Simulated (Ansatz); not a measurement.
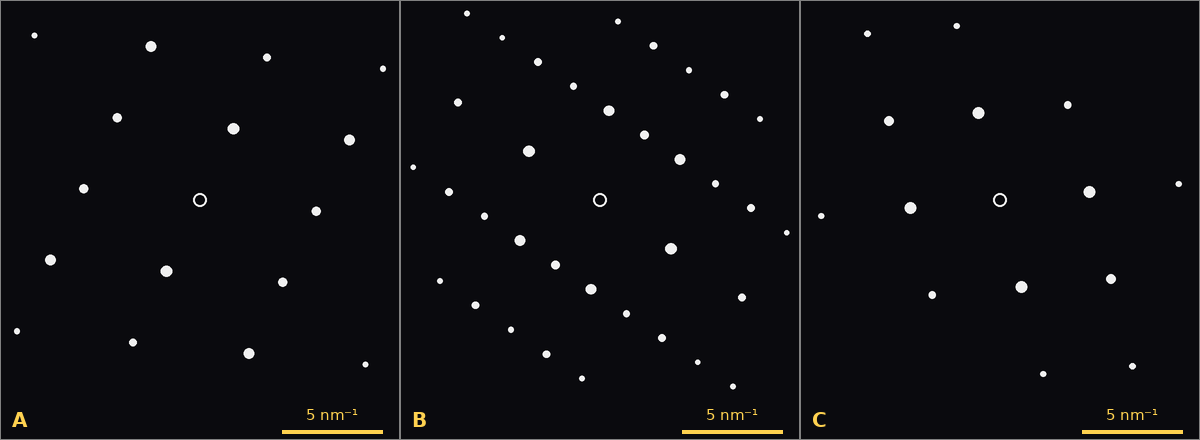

Computed electron diffraction patterns, 120 kV, single scattering only, B = 0.5 Å².

All three come from Ti, space group P6_3/mmc (No. 194), a = 2.935 Å, c = 4.642 Å (hexagonal axes). Structure: the input geometry of an electronic-structure calculation (not necessarily at equilibrium).

Q: Assign the zone axes [100], [201], [211] to A, B and C.

A: A is [201]: centred rectangular net of 0 1 0 at d = 2.54 Å and 1 0 -2 at d = 1.71 Å, at 70.3°. B is [100]: rectangular net of 0 0 1 (itself extinct) at d = 4.64 Å and 0 1 0 at d = 2.54 Å, at 90.0°. C is [211]: centred rectangular net of 0 1 -1 at d = 2.23 Å and -1 1 1 at d = 2.23 Å, at 81.1°.
